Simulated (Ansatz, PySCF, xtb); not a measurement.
CHN (SMILES C#N) and C2H6O (SMILES COC) are pulled apart as rigid monomers along the line of their centres of mass, from the B3LYP-D3(BJ)/def2-TZVP minimum. Starting geometry (charge 0, multiplicity 1):
```xyz
12

C     -0.2934     0.1884    -0.3061
N     -0.3619     0.3099    -1.4448
H     -0.2267     0.0738     0.7655
C      0.0902    -1.3856     3.3283
O     -0.1038    -0.1346     2.6953
C     -0.0513     0.9579     3.5935
H     -0.6866    -1.5706     4.0790
H      1.0716    -1.4334     3.8138
H      0.0336    -2.1530     2.5582
H     -0.8339     0.8772     4.3565
H     -0.2096     1.8652     3.0131
H      0.9242     1.0130     4.0901
```

Interaction energies with rigid monomers; basis-set methods are counterpoise corrected unless marked otherwise.

Rows in 3-21G carry no dispersion term and start afresh at each structure.

Codes used: Ansatz (Gaussian orbitals); PySCF for 3-21G rows, the dispersion terms; xtb for the GFN methods. Values without a source in brackets are computed.

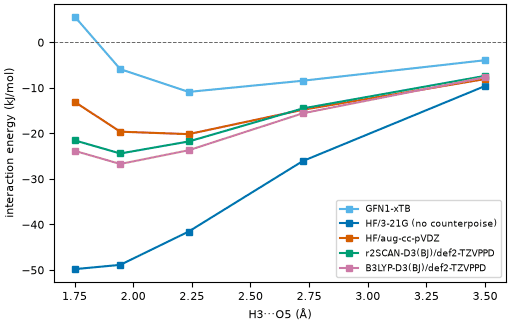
*Interaction energy against separation*

Task: Which level binds most strongly at H3···O5 = 1.94, and by how much?

Result: HF/3-21G (no counterpoise), -49 kJ/mol.

Ansatz is a program for electronic structure.
